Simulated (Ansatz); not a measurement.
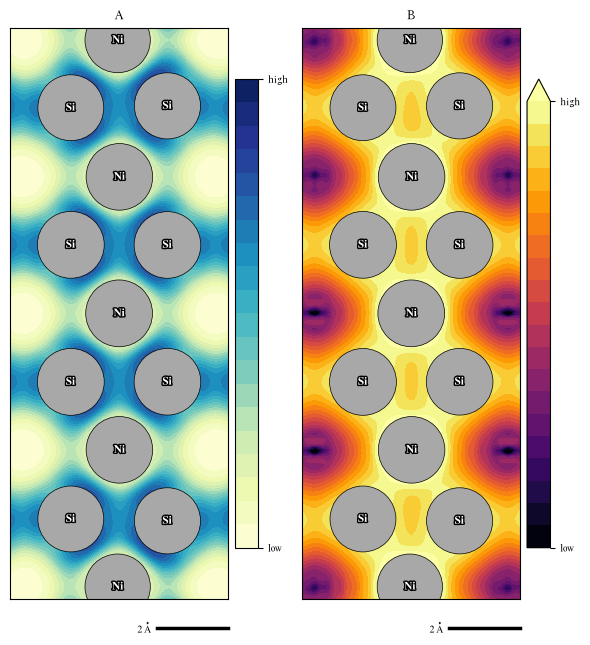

Si31Ni16: 2 fields on the (11̄0) plane of the conventional cell, with unlabelled colour scales. Grey discs cover the atomic cores.

Space group P-42m; a generated structure, not necessarily the stable one; computed without spin polarisation.

Method: Ansatz 0.2.0, DFT PBE, scalar-relativistic, plane waves, PAW.

Q: The panels show electron localisation function and valence pseudo-density in some order. Assign them.

A: Panel A: electron localisation function. Panel B: valence pseudo-density. From the grid: Si–Ni (2.32 Å): the density is about 0.49 e/Å³ at the midpoint; the ELF peaks at about 0.80 in the valence shell of Si, 0.8 Å from its nucleus, and is about 0.55 at the midpoint. Si–Ni (2.35 Å): the density is about 0.47 e/Å³ at the midpoint; the ELF peaks at about 0.75 in the valence shell of Si, 0.9 Å from its nucleus, and is about 0.55 at the midpoint.
